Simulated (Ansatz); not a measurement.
```xyz
11

C    -1.3644    0.7111    0.5385
O    -0.2410    1.2278   -0.1353
B     0.8186    0.4827   -0.5089
C     0.9932   -1.0579   -0.2706
F     1.7792    1.1652   -1.1360
H    -1.4585    1.2071    1.5069
H    -2.2591    0.9243   -0.0500
H    -1.2940   -0.3677    0.6981
H     0.9476   -1.3070    0.7940
H     1.9474   -1.4128   -0.6601
H     0.1963   -1.6298   -0.7560
```

Geometry: PBE0-D4/def2-TZVP.

The calculation used RKS PBE0-D4/def2-TZVPP (Ansatz).

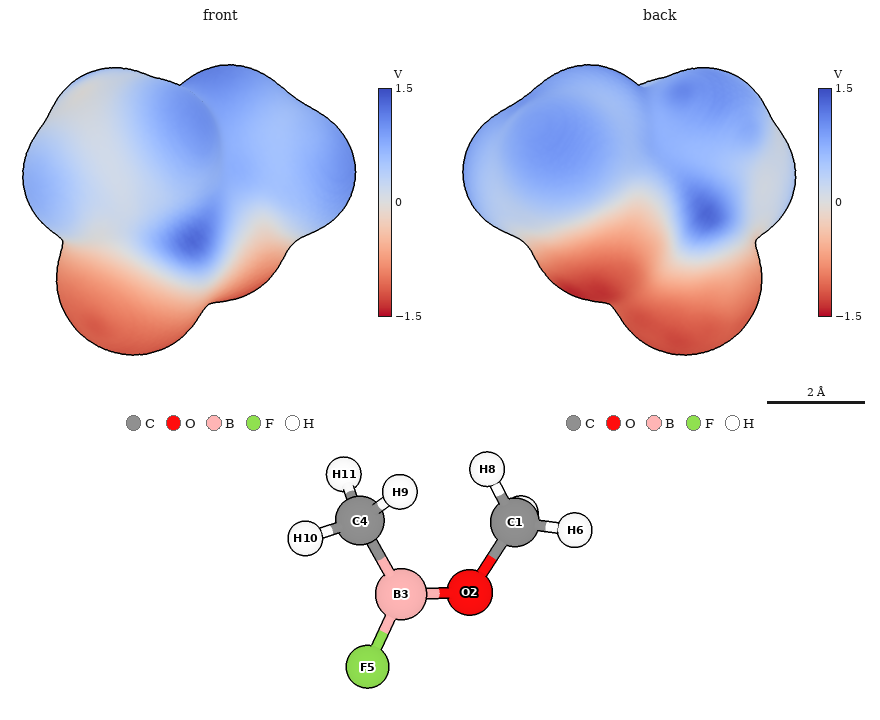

C2H6BFO (SMILES COB(C)F). The electrostatic potential painted on the density surface at 0.002 e/bohr³, seen from the front and from behind; red is negative and blue positive. The bare structure is drawn below in the same view.

Describe the electrostatic potential map.

The most negative region (about −1.3 V) lies over O2, the most positive (about +1.2 V) over B3. O2 is the likeliest acceptor of a hydrogen bond.
